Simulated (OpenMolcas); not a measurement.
# triplet CH4FGeN at 6 levels

We compute a comparison of 6 runs (UHF/3-21G, U-r2SCAN/6-31G*, U-revPBE/6-31G*, UB3LYP/6-31G*, ROMP2/6-31G*, ROCCSD(T)/6-31G*) of triplet CH4FGeN. 

The calculation is run with OpenMolcas 26.06.

1 further run of the same task is left out (set aside as unsound or not needed).

## (1) The system as given

The species is CH4FGeN (8 atoms), meant as a triplet with charge 0. As SMILES of the parent species, `[H]/N=[C](/F)[GeH3]`. The coordinates come from a PBE0-D4/def2-TZVP relaxation. That shape belongs to the parent species and isn't relaxed for this state.

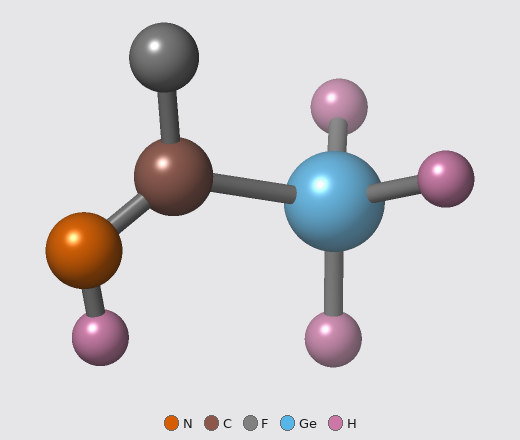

Viewed from a chosen angle; nitrogen orange, carbon brown, fluorine grey, germanium blue, hydrogen pink.

## (2) The energy at UHF/3-21G (run 1)

Input file calc.inp:

```
* CH4FGeN Hartree-Fock

&gateway
  baslib=$CurrDir
  coord
  8
  angstrom
  N        1.895900       0.222300      -0.348500
  C        0.908100       0.027300       0.385600
  F        1.137400      -0.127100       1.702400
  Ge      -1.019900      -0.103800      -0.035500
  H        1.617200       0.325400      -1.319900
  H       -1.766200       1.006900       0.710300
  H       -1.149700       0.071600      -1.553900
  H       -1.530700      -1.479600       0.403700
  basis=3-21G
  group=NoSym

&seward

&scf
  uhf
  spin=3
  thresholds=1e-10 1e-07 1e-07 1e-05
  prorbitals=0
```

The basis set 3-21G is read from a file made from the Basis Set Exchange's data (not shown).

On the command line:

```
$ export MOLCAS_MEM=1860
$ pymolcas calc.inp > calc.log
```

Output:

```text
--- Start Module: gateway ---
[...]
--- Stop Module: gateway /rc=_RC_ALL_IS_WELL_ ---
--- Start Module: seward ---
[...]
      Basis functions           57
--- Stop Module: seward /rc=_RC_ALL_IS_WELL_ ---
--- Start Module: scf ---
[...]
       Convergence after  40 Iterations
[...]
::    Total SCF energy                              -2258.1667677814
[...]
      Total spin, S                                     1.0049312328
[...]
      Total electronic charge=   58.000000
      Total            charge=   -0.000000
[...]
      Dipole Moment (debye):
      Origin of the operator (angstrom)=   -0.1561   -0.0547    0.2252
                   X= -8.1982E-01               Y=  2.8551E-01               Z= -2.7397E+00           Total=  2.8739E+00
      Quadrupole Moment (debye*angstrom):
[...]
--- Stop Module: scf /rc=_RC_ALL_IS_WELL_ ---
[...]
```

Wall time 3.3 s (1 thread of Intel Xeon 6975P-C (Granite Rapids), shared host); peak memory 0.39 GiB.

## (3) The energy at U-r2SCAN/6-31G(d) (spherical functions) (run 2)

Input file run.input:

```
* CH4FGeN Kohn-Sham DFT

&GATEWAY
 BASLIB=$CurrDir
 COORD
 8
 angstrom
 N        1.895900       0.222300      -0.348500
 C        0.908100       0.027300       0.385600
 F        1.137400      -0.127100       1.702400
 Ge      -1.019900      -0.103800      -0.035500
 H        1.617200       0.325400      -1.319900
 H       -1.766200       1.006900       0.710300
 H       -1.149700       0.071600      -1.553900
 H       -1.530700      -1.479600       0.403700
 BASIS=6-31Gs
 GROUP=NoSym

&SEWARD
 GRIDINPUT
 Grid=UltraFine
 End of Grid

&SCF
 UHF
 SPIN=3
 KSDFT=2
 1.0 MGGA_X_R2SCAN
 1.0 MGGA_C_R2SCAN
 THRESHOLDS=1e-10 1e-07 1e-07 1e-05
 PRORBITALS=1 1
```

The basis set 6-31G* is read from a file made from the Basis Set Exchange's data (not shown).

On the command line:

```
$ export MOLCAS_MEM=1860
$ pymolcas run.input > run.log
```

Output:

```text
--- Start Module: gateway ---
[...]
--- Stop Module: gateway /rc=_RC_ALL_IS_WELL_ ---
--- Start Module: seward ---
[...]
      Basis functions           82
--- Stop Module: seward /rc=_RC_ALL_IS_WELL_ ---
[...]
--- Start Module: scf ---
[...]
       Convergence after  26 Iterations
[...]
::    Total KS-DFT energy                           -2271.4928172206
[...]
      Total spin, S                                     1.0028853628
[...]
      Total electronic charge=   58.000000
      Total            charge=   -0.000000
[...]
      Dipole Moment (debye):
      Origin of the operator (angstrom)=   -0.1561   -0.0547    0.2252
                   X= -1.2624E+00               Y=  1.3025E-01               Z= -1.8944E+00           Total=  2.2802E+00
      Quadrupole Moment (debye*angstrom):
[...]
--- Stop Module: scf /rc=_RC_ALL_IS_WELL_ ---
[...]
```

Wall time 52 s (1 thread of Intel Xeon 6975P-C (Granite Rapids), shared host); peak memory 0.46 GiB.

## (4) A single-point energy at U-revPBE/6-31G(d) (spherical functions) (run 3)

Input file struct.xyz:

```xyz
8

N      1.895900     0.222300    -0.348500
C      0.908100     0.027300     0.385600
F      1.137400    -0.127100     1.702400
Ge    -1.019900    -0.103800    -0.035500
H      1.617200     0.325400    -1.319900
H     -1.766200     1.006900     0.710300
H     -1.149700     0.071600    -1.553900
H     -1.530700    -1.479600     0.403700
```

Input file calc.input:

```
* CH4FGeN Kohn-Sham DFT
>>> EXPORT MOLCAS_PRINT=2

&GATEWAY
 BasLib
 $CurrDir
 Coord
 struct.xyz
 Basis
 6-31Gs
 Group
 NoSym

&SEWARD
 GridInput
 Grid=UltraFine
 End of Grid

&SCF
 UHF
 Spin
 3
 KSDFT
 revPBE
 Thresholds
 1e-10 1e-07 1e-07 1e-05
 PrOrbitals
 0
```

The basis set 6-31G* is read from a file made from the Basis Set Exchange's data (not shown).

On the command line:

```
$ export MOLCAS_MEM=1860
$ pymolcas calc.input > calc.log
```

Output:

```text
--- Start Module: gateway ---
[...]
--- Stop Module: gateway /rc=_RC_ALL_IS_WELL_ ---
--- Start Module: seward ---
[...]
      Basis functions           82
--- Stop Module: seward /rc=_RC_ALL_IS_WELL_ ---
[...]
--- Start Module: scf ---
[...]
       Convergence after  27 Iterations
[...]
::    Total KS-DFT energy                           -2271.3846360051
[...]
      Total spin, S                                     1.0012488450
[...]
      Total electronic charge=   58.000000
      Total            charge=   -0.000000
[...]
      Dipole Moment (debye):
      Origin of the operator (angstrom)=   -0.1561   -0.0547    0.2252
                   X= -1.2354E+00               Y=  1.0412E-01               Z= -1.6768E+00           Total=  2.0854E+00
      Quadrupole Moment (debye*angstrom):
[...]
--- Stop Module: scf /rc=_RC_ALL_IS_WELL_ ---
[...]
```

It took 35 s on 1 thread of Intel Xeon 6975P-C (Granite Rapids), shared host; peak memory 0.46 GiB.

Runs 4 to 5 aren't shown in full; the table further down has their settings and results.

## (5) A single-point energy at ROCCSD(T)/6-31G(d) (spherical functions) (run 6)

Input file geom.xyz:

```xyz
8

N      1.895900     0.222300    -0.348500
C      0.908100     0.027300     0.385600
F      1.137400    -0.127100     1.702400
Ge    -1.019900    -0.103800    -0.035500
H      1.617200     0.325400    -1.319900
H     -1.766200     1.006900     0.710300
H     -1.149700     0.071600    -1.553900
H     -1.530700    -1.479600     0.403700
```

Input file run.input:

```
* CH4FGeN CCSD(T)
>>> EXPORT MOLCAS_PRINT=2

&GATEWAY
 BasLib = $CurrDir
 Coord = geom.xyz
 Basis = 6-31Gs
 Group = NoSym

&SEWARD

&SCF
 UHF
 Spin = 3
 Thresholds = 1e-10 1e-07 1e-07 1e-05
 PrOrbitals = 1

&RASSCF
 FileOrb = $Project.UnaOrb
 Spin = 3
 Nactel = 2 0 0
 Inactive = 28
 Ras2 = 2
 OutOrbitals = Canonical
 OrbListing = NoCore

&MOTRA
 JobIph
 Frozen = 12

&CCSDT
 CCT
 Triples = 3
 Iterations = 80
 Accuracy = 1e-08
 Extrapolation = 5 4
```

The basis set 6-31G* is read from a file made from the Basis Set Exchange's data (not shown).

On the command line:

```
$ export MOLCAS_MEM=1860
$ pymolcas run.input > run.log
```

Output:

```text
--- Start Module: gateway ---
[...]
--- Stop Module: gateway /rc=_RC_ALL_IS_WELL_ ---
[...]
      Basis functions           82
[...]
       Convergence after  65 Iterations
[...]
::    Total SCF energy                              -2268.9561291282
[...]
      Total spin, S                                     1.0069446199
[...]
      Number of active orbitals                  2
[...]
      Spin quantum number                      1.0
[...]
      Active orbitals                            2
[...]
      Number of CSFs                             1
[...]
      Number of root(s) required                 1
[...]
      Convergence after 10 iterations
[...]
      printout of CI-coefficients larger than  0.05 for root  1
      energy=   -2268.947293
      conf/sym  11     Coeff  Weight
             1  uu   1.00000 1.00000
      Natural orbitals and occupation numbers for root  1
      sym 1:   1.000000   1.000000
      ************************************************************************************************************************
      *                                                    Final results                                                     *
[...]
::    RASSCF root number  1 Total energy:  -2268.94729282
[...]
      Total electronic charge=   58.000000
      Total            charge=   -0.000000
[...]
      Dipole Moment (debye):
      Origin of the operator (angstrom)=   -0.1561   -0.0547    0.2252
                   X= -6.8038E-01               Y=  2.6299E-01               Z= -2.4710E+00           Total=  2.5764E+00
      Quadrupole Moment (debye*angstrom):
[...]
--- Start Module: motra ---
[...]
      *** WARNING: Default frozen orbitals is overwritten by user input.
      *** Default values:  17
[...]
--- Stop Module: motra /rc=_RC_ALL_IS_WELL_ ---
--- Start Module: ccsdt ---
[...]
      Convergence after                    28  Iterations
      Total energy (diff) :   -2269.63805760      -0.00000001
[...]
 METHOD                       : CCSD+T(CCSD)+<T3(1)WT1>+<T3(1)UT2> = CCSD(T)
[...]
       CCSD     =     -2269.6380575959884
[...]
--- Stop Module: ccsdt /rc=_RC_ALL_IS_WELL_ ---
[...]
```

Run time: 71 s. Hardware: 1 thread of Intel Xeon 6975P-C (Granite Rapids), shared host; peak memory 0.46 GiB.

## (6) All runs side by side

| run | level | integration grid | Cartesian functions | energy (Eh) | dipole moment (D) | HOMO energy (eV) | ⟨S²⟩ | wall time |
| --- | --- | --- | --- | --- | --- | --- | --- | --- |
| 1 | UHF/3-21G | – | no | -2258.166768 | 2.87 | -6.56 | 2.015 | 3.3 s |
| 2 | U-r2SCAN/6-31G* (spherical functions) | UltraFine | no | -2271.492817 | 2.28 | -1.94 | 2.009 | 52 s |
| 3 | U-revPBE/6-31G* (spherical functions) | UltraFine | no | -2271.384636 | 2.09 | -1.56 | 2.004 | 35 s |
| 4 | UB3LYP/6-31G* (Cartesian functions) | UltraFine | yes | -2271.653583 | 2.30 | -2.66 | 2.006 | 45 s |
| 5 | ROMP2/6-31G* (spherical functions) | – | no | -2269.625269 | – | – | – | 17 s |
| 6 | ROCCSD(T)/6-31G* (spherical functions) | – | no | -2269.655270 | – | – | – | 71 s |

## (7) What came out

```
             quantity           value
  run 6: total energy  -2269.65527 Eh
run 6: (T) correction      -17.21 mEh
```

Over runs 1, 2, 3, 4 the dipole moment (its size) runs from 2.09 D (U-revPBE/6-31G*) to 2.87 D (UHF/3-21G). The two ends differ in method and basis. Totals of different functionals can't be ranked against each other. All runs together took 3.7 min, the longest 71 s.
